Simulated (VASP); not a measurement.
Band structure of HfSi2 (space group Cmcm). Calculation: PBE GGA with D3 dispersion (Becke-Johnson damping) with spin-orbit coupling, VASP's PBE PAW potentials (set 64) (plane waves; VASP).

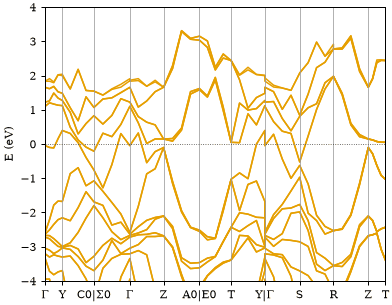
Figure. Bands along high-symmetry lines, zero at the valence-band maximum or, without a gap, the Fermi level

Task: Read the plot: is there a gap, and where are the band edges?

Result: It has no gap at this level: it comes out as a metal or semimetal.

The structure comes from a measured HfSi2 entry (Cmcm) of the Crystallography Open Database, whose conditions weren't checked. It was relaxed first.
